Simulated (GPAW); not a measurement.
Property calculation of InH$_{2}$Cl

The run: property calculation of InH$_{2}$Cl, SMILES [Cl][InH2]. Method and program: PBE/real-space grid, scalar-relativistic datasets (GPAW 26.7.0).

The geometry comes from this level: GFN2-xTB.

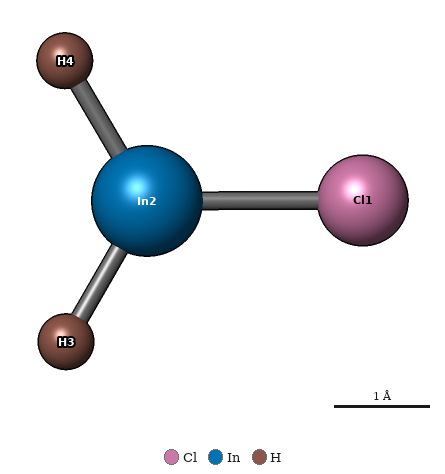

*The structure as given in the input (ball-and-stick view, seen on its broad side; atoms are numbered from 1 in the order of the input). Sticks mark near contacts.*

Bond lengths as drawn: Cl–In 2.28 Å and H–In 1.71 Å.

The input (gs_sp.py):
```python
import numpy as np
from ase import Atoms
from ase.units import Debye
from gpaw import GPAW

system = Atoms(["Cl", "In", "H", "H"],
    positions=[[ -1.785870,   0.677770,  -0.966420],
               [  0.116460,  -0.042860,   0.061760],
               [  0.538810,  -1.701600,   0.023050],
               [  1.130600,   1.066690,   0.881610]])
system.center(vacuum=0.6)

dft = GPAW(mode="fd", xc="PBE", h=0.2, maxiter=86, txt="-")
system.calc = dft

energy = system.get_potential_energy()
print(f"Energy: {energy:.5f} eV")
forces = system.get_forces()
print("Forces (eV/Ang)")
for symbol, f in zip(system.symbols, forces):
    print(f'{symbol:2} {f[0]:9.4f} {f[1]:9.4f} {f[2]:9.4f}')
dipole = system.get_dipole_moment() / Debye
print(f"Dipole: {np.linalg.norm(dipole):.3f} D")
homo, lumo = dft.get_homo_lumo()
print(f"HOMO: {homo:.3f} eV")
print(f"LUMO = {lumo:.3f} eV")
print(f"Gap = {lumo - homo:.3f} eV")
```

Run on 1 thread of Arm Neoverse V1, 24 GiB of memory available, shared host.

Launch command:
```bash
python gs_sp.py
```

What the program printed:
```
__  _  _
 | _ |_)|_||  |
 |__||  | ||/\| - 26.7.0

units:  Angstrom and eV
cores:  1
OpenMP: False

Versions:
  Python: 3.12.14
  ASE:    3.29.0
  Numpy:  2.5.5
  Scipy:  1.18.1
  Libxc:  7.0.0

        _gpaw.cpython-312-aarch64-linux-gnu.so

Input parameters:
  mode=FD(),
  h=0.2,
  maxiter=86,
  xc=XC(name='PBE')
gpaw.old.grid_descriptor.GridBoundsError: Atom 0 too close to edge: Box at 0.146 0.751 0.197 crosses boundary.  Beg. of box [-7 16 -8], end of box [20 45 22], max box size [40 40 32]
```

Outcome:

| quantity | value |
| --- | --- |
| outcome | refused by the program |

Some settings of this run were drawn to be unusual or wrong (vacuum set to 0.6 (from 4.5); box set to center (from center)). The program refused the input.
